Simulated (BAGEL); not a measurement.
# C2HClF2 (SMILES F/C=C(\F)Cl): HF/STO-3G (density fitting with qzvpp-jkfit)

What is the vertical singlet–triplet gap of C2HClF2 at HF/STO-3G (density fitting with qzvpp-jkfit)? 

The results are computed with BAGEL 1.2.2.

1 further run of the same task is left out (set aside as unsound or not needed).

## 1. The system as given

C2HClF2: 6 atoms, total charge 0, spin state singlet. SMILES: `F/C=C(\F)Cl`. The shape is that of a PBE0-D4/def2-TZVP optimisation.

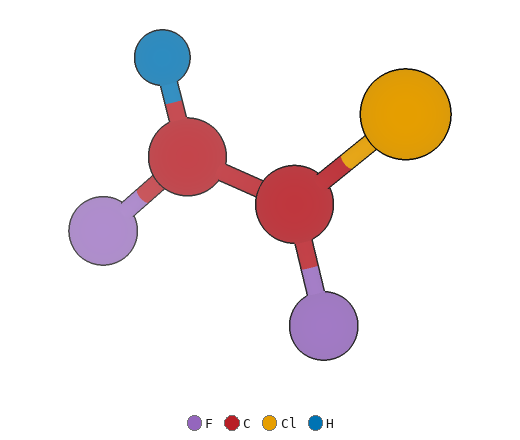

Viewed from a chosen angle; fluorine purple, carbon red, chlorine amber, hydrogen blue.

## 2. The energy at HF/STO-3G (density fitting with qzvpp-jkfit)

Contents of input.json:

```json
{ "bagel": [

{
  "title": "molecule",
  "basis": "sto-3g",
  "df_basis": "qzvpp-jkfit",
  "angstrom": "true",
  "geometry": [
    { "atom": "F", "xyz": [    0.146600,   -1.084800,    1.451900 ] },
    { "atom": "C", "xyz": [   -0.051300,    0.001600,    0.711600 ] },
    { "atom": "C", "xyz": [    0.060900,   -0.043500,   -0.606500 ] },
    { "atom": "F", "xyz": [    0.370700,   -1.149700,   -1.255800 ] },
    { "atom": "Cl", "xyz": [   -0.180800,    1.313400,   -1.603300 ] },
    { "atom": "H", "xyz": [   -0.304100,    0.899300,    1.256000 ] }
  ]
},
{ "title": "hf" },
{ "title": "print", "file": "orbitals.molden", "orbitals": "true" }

]}
```

Run with:

```
$ BAGEL_NUM_THREADS=1 BAGEL input.json > input.out
```

The program printed:

```text
* using 1 threads per process

  ===============================================================
  ===============================================================

  *** Geometry ***

  { "atom" : "F", "xyz" : [      0.277034,     -2.049975,      2.743693 ] },
  { "atom" : "C", "xyz" : [     -0.096943,      0.003024,      1.344729 ] },
  { "atom" : "C", "xyz" : [      0.115084,     -0.082203,     -1.146119 ] },
  { "atom" : "F", "xyz" : [      0.700521,     -2.172618,     -2.373118 ] },
  { "atom" : "Cl", "xyz" : [     -0.341662,      2.481966,     -3.029798 ] },
  { "atom" : "H", "xyz" : [     -0.574666,      1.699431,      2.373496 ] },

  Number of auxiliary basis functions:      450

  Since a DF basis is specified, we compute 2- and 3-index integrals:
    o Being stored without compression. Storage requirement is 0.003 GB

  Number of basis functions:       30
  Number of electrons      :       48

    * METHOD: MOLECULE                             0.14

  *** RHF ***

  === Nuclear Repulsion ===
   213.8804704387

      * DIIS with orbital gradients will be used.

  === RHF iteration (sto-3g) ===
      0       -725.85194694          0.02073482           0.02
      1       -725.96636302          0.00721420           0.02
      2       -725.98049854          0.00144879           0.02
      3       -725.98157185          0.00048349           0.02
      4       -725.98166475          0.00012132           0.02
      5       -725.98167268          0.00001762           0.02
      6       -725.98167286          0.00000414           0.02
      7       -725.98167287          0.00000119           0.02
      8       -725.98167287          0.00000038           0.02
      9       -725.98167287          0.00000012           0.02
     10       -725.98167287          0.00000003           0.02
     11       -725.98167287          0.00000001           0.02
    * SCF iteration converged.

    * Permanent dipole moment:
           (    0.044876,    -0.046057,    -0.441749) a.u.

    * METHOD: HF                                   0.27

    * METHOD: PRINT                                0.00

  ===============================================================
```

Wall time 0.58 s (1 thread of Arm Neoverse V1, shared host).

## 3. The triplet at the same level

Contents of calc.json:

```json
{ "bagel" : [

{
  "title" : "molecule",
  "basis" : "sto-3g",
  "df_basis" : "qzvpp-jkfit",
  "angstrom" : true,
  "geometry" : [
    { "atom" : "F", "xyz" : [       0.146600,      -1.084800,       1.451900 ] },
    { "atom" : "C", "xyz" : [      -0.051300,       0.001600,       0.711600 ] },
    { "atom" : "C", "xyz" : [       0.060900,      -0.043500,      -0.606500 ] },
    { "atom" : "F", "xyz" : [       0.370700,      -1.149700,      -1.255800 ] },
    { "atom" : "Cl", "xyz" : [      -0.180800,       1.313400,      -1.603300 ] },
    { "atom" : "H", "xyz" : [      -0.304100,       0.899300,       1.256000 ] }
  ]
},

{ "title" : "uhf", "nopen" : 2 },

{ "title" : "print", "file" : "orbitals.molden", "orbitals" : true }

]}
```

Run with:

```
$ BAGEL_NUM_THREADS=1 BAGEL calc.json > calc.out
```

The program printed:

```text
* using 1 threads per process

  ===============================================================
  ===============================================================

  *** Geometry ***

  { "atom" : "F", "xyz" : [      0.277034,     -2.049975,      2.743693 ] },
  { "atom" : "C", "xyz" : [     -0.096943,      0.003024,      1.344729 ] },
  { "atom" : "C", "xyz" : [      0.115084,     -0.082203,     -1.146119 ] },
  { "atom" : "F", "xyz" : [      0.700521,     -2.172618,     -2.373118 ] },
  { "atom" : "Cl", "xyz" : [     -0.341662,      2.481966,     -3.029798 ] },
  { "atom" : "H", "xyz" : [     -0.574666,      1.699431,      2.373496 ] },

  Number of auxiliary basis functions:      450

  Since a DF basis is specified, we compute 2- and 3-index integrals:
    o Being stored without compression. Storage requirement is 0.003 GB

  Number of basis functions:       30
  Number of electrons      :       48

    * METHOD: MOLECULE                             0.14

  *** Open-shell HF ***

  === Nuclear Repulsion ===
   213.8804704387

      * DIIS with orbital gradients will be used.

  === UHF iteration (sto-3g) ===
      0       -725.74648771          0.03555374           0.04
      1       -725.83977321          0.01102634           0.03
      2       -725.85030914          0.00425566           0.03
      3       -725.85194945          0.00145704           0.03
      4       -725.85282395          0.00049705           0.03
      5       -725.85297862          0.00007376           0.03
      6       -725.85298459          0.00002244           0.03
      7       -725.85298562          0.00000581           0.03
      8       -725.85298577          0.00000173           0.03
      9       -725.85298581          0.00000066           0.03
     10       -725.85298581          0.00000030           0.03
     11       -725.85298582          0.00000015           0.03
     12       -725.85298582          0.00000005           0.04
     13       -725.85298582          0.00000001           0.04
    * SCF iteration converged.

    * S^2 (UHF) is 2.0212

    * Permanent dipole moment:
           (    0.026963,     0.021161,    -0.413866) a.u.

    * METHOD: UHF                                  0.56

    * METHOD: PRINT                                0.00

  ===============================================================
```

It took 0.86 s on 1 thread of Arm Neoverse V1, shared host.

## 4. Outcome

Level: HF/STO-3G (density fitting with qzvpp-jkfit).

```
                                        quantity          value
                           singlet: total energy  -725.98167 Eh
                          singlet: dipole moment         1.13 D
                            singlet: HOMO energy       -8.18 eV
                            singlet: LUMO energy        7.56 eV
                          singlet: HOMO–LUMO gap       15.73 eV
                           triplet: total energy  -725.85299 Eh
                          triplet: dipole moment         1.06 D
                                   triplet: ⟨S²⟩          2.021
vertical energy of the triplet above the singlet       3.502 eV
```

What this shows: At this shape the triplet lies 3.50 eV (338 kJ/mol) above the singlet. In a minimal basis such a difference can be off by several eV, whatever the method.
